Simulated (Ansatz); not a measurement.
**A workflow on GeH4 (germane)**

Aim: a series of 10 runs (MP2/STO-3G, MP2/3-21G, MP2/6-31G, MP2/6-31G*, MP2/6-311G**) of GeH4. 

The results are computed with Ansatz 0.2.0.

## Step 1: Starting point

GeH4: 5 atoms, total charge 0, spin state singlet. SMILES: `[GeH4]`. The coordinates come from a PBE0-D4/def2-TZVP relaxation.

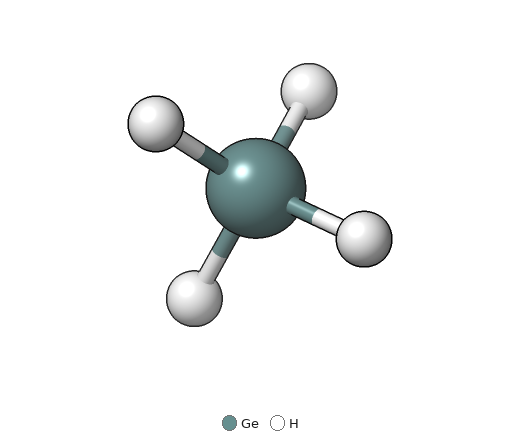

The structure, seen from a chosen angle (germanium teal, hydrogen white).

## Step 2: Energy and gradient at MP2/STO-3G (run 1)

File in.yaml:

```yaml
crystal:
  periodic: [false, false, false]
  atoms:
    - {symbol: Ge, position_ang: [0.000100, 0.000100, -0.000000]}
    - {symbol: H, position_ang: [1.148100, -0.756300, 0.680600]}
    - {symbol: H, position_ang: [-1.238800, -0.030000, 0.904200]}
    - {symbol: H, position_ang: [-0.329200, -0.669100, -1.340600]}
    - {symbol: H, position_ang: [0.419800, 1.455400, -0.244100]}
basis:
  gaussian: {orbitals: STO-3G}
correlation: {method: mp2}
output: {forces: true, orbitals: {seedname: orbitals}}
```

Run with:

```bash
$ ansatz run in.yaml --threads 1 --pin off --max-ram 2610MiB --events-out events.jsonl --progress --plain --runs-dir runs
```

The log of the run:

```text
Warning: RAYON_NUM_THREADS=1 ignored (pool sized by the plan → 1); use --threads N
Functional definition: HF
  name "HF"
  exchange = exact_x
  correlation = 0
232 factors; integrals over basis functions are off by at most 2.3e-5 eV
mean field evaluation 1: about -55894.0217 eV, gradient 5.5e0 eV
mean field evaluation 2: about -55894.0183 eV, gradient 5.5e0 eV
mean field evaluation 4: about -55894.1962 eV, gradient 1.6e-1 eV
mean field evaluation 8: about -55894.1964 eV, gradient 8.6e-5 eV
mean field -55894.19639878 eV, -2054.0738312080 hartree, gradient 9.6e-7 eV, S^2 0.000000; 0 other end points of the search recorded, 0 dependent functions left out
9 core orbitals not correlated: weight in the atoms' cores, before any rotation towards them, 1.000 or more for the frozen orbitals, at most 0.000 for the correlated occupied ones
reference -55894.19639878 eV, -2054.0738312080 hartree; 9, 9 occupied and 4, 4 virtual orbitals, 232 factors
second order -1.20744928 eV of doubles, -0.00000000 eV of singles
the calculation of the forces begins
Total energy: -55895.40384805 eV, -2054.1182041505 hartree
Atom 0 at     0.000100     0.000100    -0.000000 Å, force    -0.001958    -0.000657    -0.000255 eV/Å
Atom 1 at     1.148100    -0.756300     0.680600 Å, force    -1.308473     0.863295    -0.776258 eV/Å
Atom 2 at    -1.238800    -0.030000     0.904200 Å, force     1.412939     0.034778    -1.031130 eV/Å
Atom 3 at    -0.329200    -0.669100    -1.340600 Å, force     0.376066     0.764035     1.529095 eV/Å
Atom 4 at     0.419800     1.455400    -0.244100 Å, force    -0.478573    -1.661451     0.278548 eV/Å
Dipole moment:     0.000110     0.000103    -0.000032 e Å
```

Run time: 0.14 s. Hardware: 1 thread of Arm Neoverse V2, shared host.

## Step 3: The distorted shape: energy and forces at MP2/STO-3G (run 2)

File input.yaml:

```yaml
crystal:
  periodic: [false, false, false]
  atoms:
    - symbol: Ge
      position_ang: [0.033384, 0.185480, 0.061321]
    - symbol: H
      position_ang: [1.034514, -0.602556, 0.661470]
    - symbol: H
      position_ang: [-1.337523, -0.085736, 0.902753]
    - symbol: H
      position_ang: [-0.387573, -0.460098, -1.268973]
    - symbol: H
      position_ang: [0.468053, 1.643008, -0.261096]
basis:
  gaussian:
    orbitals: STO-3G
correlation:
  method: mp2
output:
  forces: true
```

Run with:

```bash
$ ansatz run input.yaml --threads 1 --pin off --max-ram 2610MiB --events-out events.jsonl --progress --plain --runs-dir runs
```

The log of the run, cut to the lines that bear on the results:

```text
Warning: RAYON_NUM_THREADS=1 ignored (pool sized by the plan → 1); use --threads N
[... 2 set-up lines as earlier in the session ...]
[...]
232 factors; integrals over basis functions are off by at most 3.1e-5 eV
[...]
mean field -55893.83623370 eV, -2054.0605953854 hartree, gradient 2.3e-6 eV, S^2 0.000000; 0 other end points of the search recorded, 0 dependent functions left out
9 core orbitals not correlated: weight in the atoms' cores, before any rotation towards them, 1.000 or more for the frozen orbitals, at most 0.000 for the correlated occupied ones
reference -55893.83623370 eV, -2054.0605953854 hartree; 9, 9 occupied and 4, 4 virtual orbitals, 232 factors
second order -1.23262786 eV of doubles, -0.00000000 eV of singles
[...]
Total energy: -55895.06886156 eV, -2054.1058936238 hartree
Atom 0 at     0.033384     0.185480     0.061321 Å, force    -3.132195     0.029477    -1.117890 eV/Å
Atom 1 at     1.034514    -0.602556     0.661470 Å, force     0.522297    -0.026053     0.195650 eV/Å
Atom 2 at    -1.337523    -0.085736     0.902753 Å, force     2.559386     1.121687    -1.200938 eV/Å
Atom 3 at    -0.387573    -0.460098    -1.268973 Å, force     0.794131     0.758970     1.302899 eV/Å
Atom 4 at     0.468053     1.643008    -0.261096 Å, force    -0.743618    -1.884081     0.820279 eV/Å
Dipole moment:     0.048490     0.068432     0.039458 e Å
```

Run time: 0.14 s. Hardware: 1 thread of Arm Neoverse V2, shared host.

Runs 3 to 9 aren't shown in full; the table further down has their settings and results.

## Step 4: The distorted shape: energy and forces at MP2/6-311G(d,p) (run 10)

File molecule.yaml:

```yaml
crystal:
  periodic: [false, false, false]
  atoms:
    - {symbol: Ge, position_ang: [0.033384, 0.185480, 0.061321]}
    - {symbol: H, position_ang: [1.034514, -0.602556, 0.661470]}
    - {symbol: H, position_ang: [-1.337523, -0.085736, 0.902753]}
    - {symbol: H, position_ang: [-0.387573, -0.460098, -1.268973]}
    - {symbol: H, position_ang: [0.468053, 1.643008, -0.261096]}
basis:
  gaussian: {orbitals: 6-311G_st__st_.json}
correlation: {method: mp2}
output: {forces: true}
```

The basis set 6-311G** is read from a file made from the Basis Set Exchange's data (not shown).

Run with:

```bash
$ ansatz run molecule.yaml --threads 1 --pin off --max-ram 2610MiB --events-out events.jsonl --progress --plain --runs-dir runs
```

The log of the run, cut to the lines that bear on the results:

```text
Warning: RAYON_NUM_THREADS=1 ignored (pool sized by the plan → 1); use --threads N
[... 2 set-up lines as earlier in the session ...]
[...]
550 factors; integrals over basis functions are off by at most 1.2e-3 eV
[...]
mean field -56534.93017518 eV, -2077.6203631860 hartree, gradient 1.3e-6 eV, S^2 0.000000; 0 other end points of the search recorded, 0 dependent functions left out
9 core orbitals not correlated: weight in the atoms' cores, before any rotation towards them, 1.000 or more for the frozen orbitals, at most 0.000 for the correlated occupied ones
reference -56534.93017518 eV, -2077.6203631860 hartree; 9, 9 occupied and 50, 50 virtual orbitals, 550 factors
second order -7.44807396 eV of doubles, -0.00000000 eV of singles
[...]
Total energy: -56542.37824914 eV, -2077.8940748554 hartree
Atom 0 at     0.033384     0.185480     0.061321 Å, force    -3.314668     0.880208    -1.080287 eV/Å
Atom 1 at     1.034514    -0.602556     0.661470 Å, force     1.935958    -1.203634     1.077990 eV/Å
Atom 2 at    -1.337523    -0.085736     0.902753 Å, force     1.388005     0.773322    -0.559970 eV/Å
Atom 3 at    -0.387573    -0.460098    -1.268973 Å, force     0.321009     0.151952     0.095885 eV/Å
Atom 4 at     0.468053     1.643008    -0.261096 Å, force    -0.330304    -0.601849     0.466383 eV/Å
Dipole moment:     0.091577     0.043842     0.037769 e Å
```

It took 0.8 s on 1 thread of Arm Neoverse V2, shared host; peak memory 0.11 GiB.

## Step 5: The series

| run | level | Cartesian functions | partner | energy (Eh) | dipole moment (D) | correlation energy (mEh) | largest force (eV/Å) | wall time |
| --- | --- | --- | --- | --- | --- | --- | --- | --- |
| 1 | MP2/STO-3G | no | base | -2054.118204 | 0.00 | -44.4 | 1.751 | 0.14 s |
| 2 | MP2/STO-3G | no | rattled | -2054.105894 | 0.45 | -45.3 | 3.326 | 0.14 s |
| 3 | MP2/3-21G | yes | base | -2067.701629 | 0.00 | -62.6 | 0.247 | 0.16 s |
| 4 | MP2/3-21G | yes | rattled | -2067.688749 | 0.61 | -63.0 | 3.404 | 0.16 s |
| 5 | MP2/6-31G | yes | base | -2077.534080 | 0.00 | -219.5 | 0.119 | 0.44 s |
| 6 | MP2/6-31G | yes | rattled | -2077.521297 | 0.59 | -220.2 | 3.481 | 0.44 s |
| 7 | MP2/6-31G* (Cartesian functions) | yes | base | -2077.637615 | 0.00 | -257.2 | 0.087 | 0.54 s |
| 8 | MP2/6-31G* (Cartesian functions) | yes | rattled | -2077.624282 | 0.49 | -258.0 | 3.709 | 0.54 s |
| 9 | MP2/6-311G** | no | base | -2077.906905 | 0.00 | -272.6 | 0.317 | 0.78 s |
| 10 | MP2/6-311G** | no | rattled | -2077.894075 | 0.52 | -273.7 | 3.596 | 0.8 s |

## Step 6: Outcome

```
                                                            quantity           value
                               distorted shape, run 10: total energy  -2077.89407 Eh
         distorted shape, run 10: dipole moment (correlated density)          0.52 D
distorted shape, run 10: correlation energy (9 core orbitals frozen)      -273.7 mEh
                   distorted shape, run 10: largest force on an atom      3.596 eV/Å
                  energy change with the atoms displaced, MP2/STO-3G        0.335 eV
                   energy change with the atoms displaced, MP2/3-21G        0.350 eV
                   energy change with the atoms displaced, MP2/6-31G        0.348 eV
                  energy change with the atoms displaced, MP2/6-31G*        0.363 eV
                energy change with the atoms displaced, MP2/6-311G**        0.349 eV
```

What this shows: At MP2/STO-3G: with the atoms displaced the energy rises by 0.33 eV (32.3 kJ/mol). The first shape isn't relaxed at this level, so the change isn't measured from a minimum. The minimal basis adds a large error of its own. At MP2/3-21G: with the atoms displaced the energy rises by 0.35 eV (8.1 kcal/mol). At MP2/6-31G: with the atoms displaced the energy rises by 0.35 eV (8.0 kcal/mol). At MP2/6-31G*: with the atoms displaced the energy rises by 0.36 eV (8.4 kcal/mol). At MP2/6-311G**: with the atoms displaced the energy rises by 0.35 eV (33.7 kJ/mol). Over runs 2, 4, 6, 8, 10 the dipole moment (its size) runs from 0.45 D (MP2/STO-3G) to 0.61 D (MP2/3-21G). In runs 1, 2 the basis is minimal, so the values are rough. All runs together took 4.1 s, the longest 0.8 s.
